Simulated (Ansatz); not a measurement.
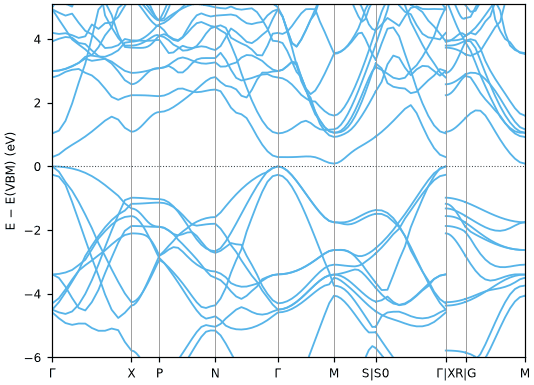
Figure. Band structure from DFT-r²SCAN in the program Ansatz with PAW potentials

Q: Read off the gap and where the band edges lie.

A: About 0.1 eV (0.09 eV by a search for the band edges); maximum at Γ, minimum at M.

Q: Pick the material that matches.
A. Si6BAs, I-42m (B on 2a, Si on 8i, Si on 4d, As on 2b)
B. Nb2O5, I4/mmm (Pearson symbol tI112)
C. ZnIn2O4, I-4 (In on 2b, In on 2d, Zn on 2a, O on 8g)
D. SiGe, I-4m2 (Pearson symbol tI20)

A: A, Si6BAs, I-42m (B on 2a, Si on 8i, Si on 4d, As on 2b)

The start of the workflow was typed in or built on a structure type; neither database checked (COD, Materials Project) lists it. Whether it is the stable phase at ambient conditions was not checked. The cell was relaxed with r²SCAN under the symmetry of its start; whether a distortion lowers the energy is not shown. Scalar-relativistic: spin–orbit coupling is off unless named, which matters more the heavier the elements.

Potentials: the earlier of the program's two PAW sets.
